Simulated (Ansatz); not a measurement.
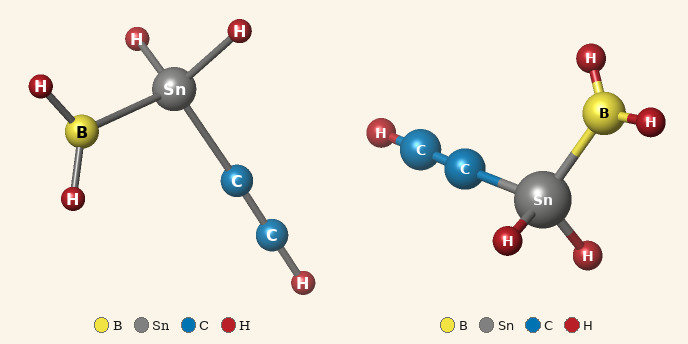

The same structure drawn twice, from different directions.

**What is the molecular formula?**

C₂H₅BSn, 9 atoms: 2 carbon, 5 hydrogen, 1 boron and 1 tin.

**How many sets of symmetry-equivalent atoms are there?**

8: 1 B, 1 Sn, 1 C, 1 C, 1 H, 1 H, 2 H, 1 H.

**Count the bonded pairs by element.**

2 B–H, 2 Sn–H, 1 B–Sn, 1 C–Sn, 1 C–C, 1 C–H.

**What is its SMILES?**

[BH2][SnH2][C]#C

**What is the point group of this geometry?**

Cs.

More results for the same structure follow; atom numbers are the same in all pictures, views and colours differ. Computed geometry: PBE0-D4/def2-TZVP optimisation.

Dipole moment

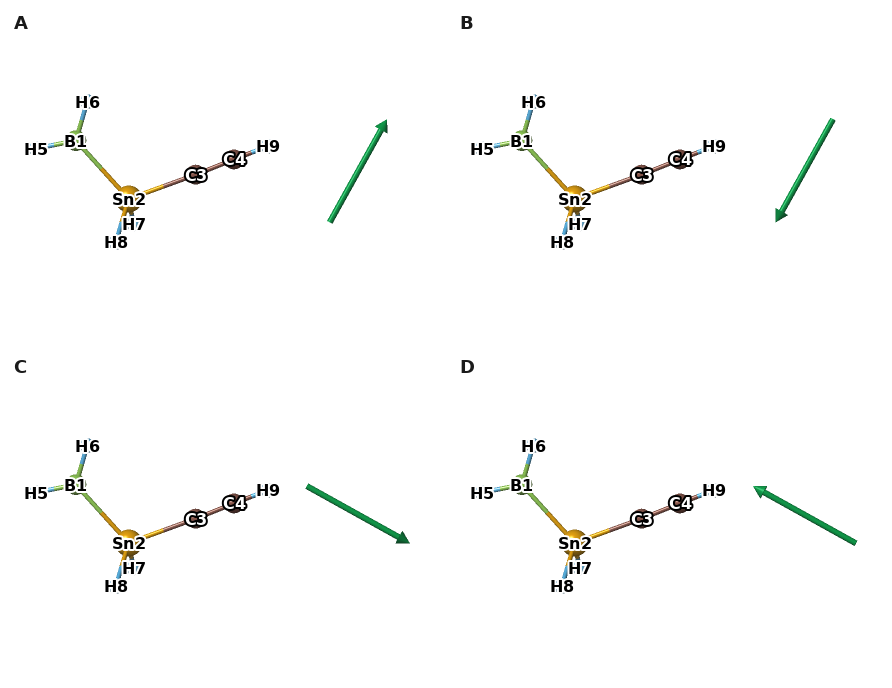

The same molecule four times, each with an arrow. Level of theory: RKS r2SCAN-D4/def2-TZVPP, core potentials on Sn (Ansatz 0.2.0).

**Which arrow points along the dipole moment, from the negative to the positive end?**

D. The dipole moment is 1.05 D; it points from the side of H9 to the side of H5 (the outermost atoms at the two ends).

Thermal motion

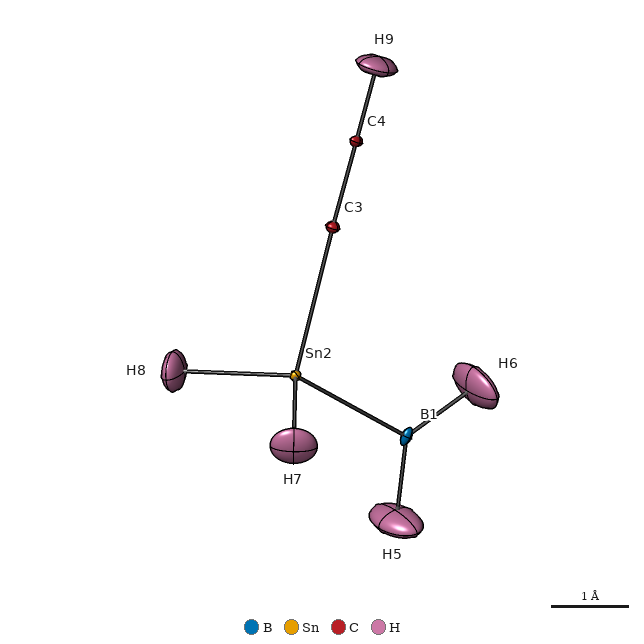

Displacement ellipsoids at the 50 % level, from the internal vibrations of the free molecule (harmonic, no overall translation or rotation; no half-axis is drawn under 0.075 Å). Vibrations computed with RKS PBE0-D4/def2-TZVP, core potentials on Sn (Ansatz 0.2.0). Temperature: 0 K (zero-point motion alone).

**Which atom moves most?**

H6, with U_eq = 0.0476 Å².

**Does H6 move more along its bond or across it?**

Across it: the root-mean-square amplitude is 0.106 Å along the bond and up to 0.313 Å across, since bending and torsion are softer than stretching.

List U_eq and the three principal root-mean-square amplitudes for each kind of atom.

| atom | U_eq (Å²) | rms amplitudes (Å) |
| --- | --- | --- |
| B1 | 0.0034 | 0.025, 0.050, 0.084 |
| Sn2 | 0.00009 | 0.005, 0.008, 0.014 |
| C3 | 0.0034 | 0.039, 0.064, 0.067 |
| C4 | 0.0026 | 0.040, 0.042, 0.067 |
| H5 | 0.0467 | 0.104, 0.180, 0.311 |
| H6 | 0.0476 | 0.100, 0.187, 0.313 |
| H7, H8 | 0.0266 | 0.093, 0.176, 0.200 |
| H9 | 0.0242 | 0.080, 0.173, 0.190 |

Charges

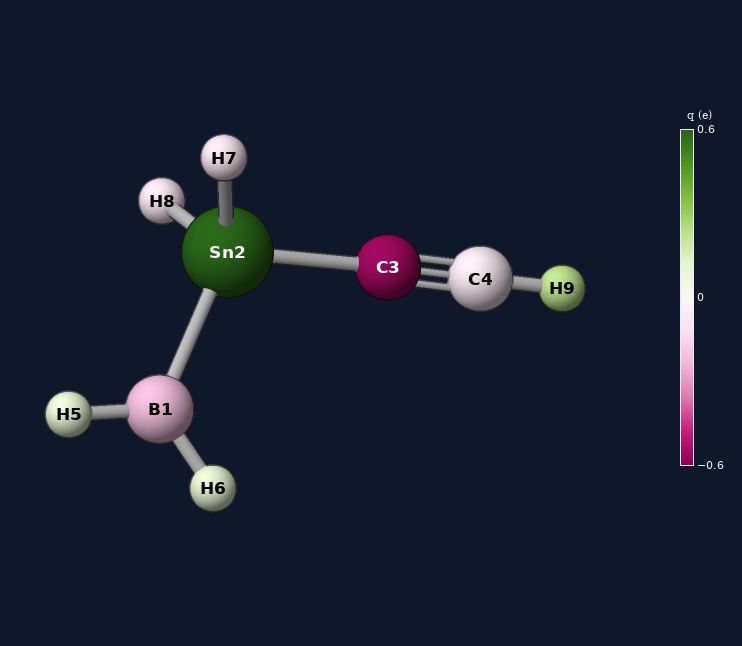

Atoms are coloured by their Mulliken charges. Level of theory: RKS ωB97M-V/def2-TZVPP, core potentials on Sn (Ansatz 0.2.0).

List the Mulliken charges.

```csv
atom,value (e)
B1,−0.21
Sn2,0.59
C3,−0.56
C4,−0.07
H5,0.10
H6,0.10
H7,−0.08
H8,−0.08
H9,0.22
```

Mulliken values depend strongly on the basis set and can even reverse the polarity of a bond.
